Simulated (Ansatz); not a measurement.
**CH5BN2: basis-set convergence**

Aim: see how fast density functionals converge with the basis set for CH5BN2.

Program: Ansatz 0.2.0, Gaussian basis. Level of theory: one geometry, several basis sets. These are calculated values, not measurements.

Levels to be run: PBE0-D4/def2-SVP; ωB97M-V/def2-SVP; PBE0-D4/def2-QZVPP; ωB97M-V/def2-QZVPP; the functionals' def2-TZVPP values are taken from earlier runs.

## Step 1: Structure used throughout

All runs share one geometry, relaxed beforehand with PBE0-D4 in a triple-zeta def2 set.

9 atoms, charge 0, spin multiplicity 1.

Atoms are counted from 1 here; the program's logs count them from 0.

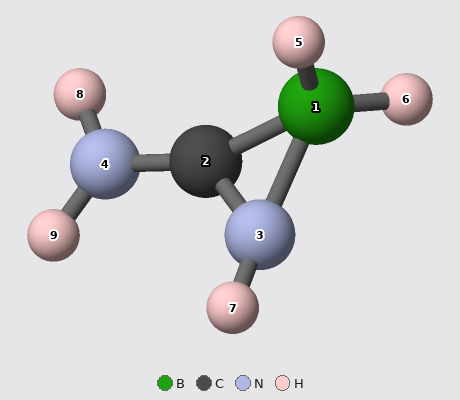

The structure; boron green, carbon dark grey, nitrogen light blue, hydrogen pink; atoms are numbered from 1 in the order of the file.

## Step 2: PBE0-D4 in def2-SVP

Contents of in.yaml:

```yaml
crystal:
  periodic: [false, false, false]
  atoms:
    - {symbol: B, position_ang: [-0.105127, 1.362564, 0.037098]}
    - {symbol: C, position_ang: [-0.091045, -0.198636, -0.120556]}
    - {symbol: N, position_ang: [1.084196, 0.288359, 0.043706]}
    - {symbol: N, position_ang: [-0.572142, -1.426668, -0.158210]}
    - {symbol: H, position_ang: [-0.470548, 1.795944, 1.100336]}
    - {symbol: H, position_ang: [-0.158239, 2.062055, -0.937630]}
    - {symbol: H, position_ang: [1.936407, -0.119415, 0.400314]}
    - {symbol: H, position_ang: [-1.554506, -1.571530, -0.302001]}
    - {symbol: H, position_ang: [0.019505, -2.238974, -0.080157]}
basis:
  gaussian: {orbitals: def2-SVP}
hamiltonian: {xc: pbe0, dispersion: d4}
output: {orbitals: {seedname: orbitals}}
```

On the command line:

```console
> ansatz run in.yaml --threads 2 --pin off --events-out ev --progress --plain --max-ram 4352MiB
```

The runs that follow: ωB97M-V in def2-SVP; PBE0-D4 in def2-QZVPP; ωB97M-V in def2-QZVPP.

Before running them: what should the planned runs give, taken together? Wanted: PBE0-D4: double and triple zeta above quadruple; ωB97M-V: double and triple zeta above quadruple.

**Answer**, as computed:

| quantity | value |
| --- | --- |
| PBE0-D4: double and triple zeta above quadruple | 5.61, 0.28 eV |
| ωB97M-V: double and triple zeta above quadruple | 5.82, 0.25 eV |

PBE0-D4 gains 5.33 eV from double to triple zeta, then 0.28 eV more. These are total energies; as a rule much of such shifts cancels in differences, which this series doesn't test. The LUMO of ωB97M-V is positive and keeps falling with the basis (2.83 to 1.19 eV): an unbound level that the basis holds in place.
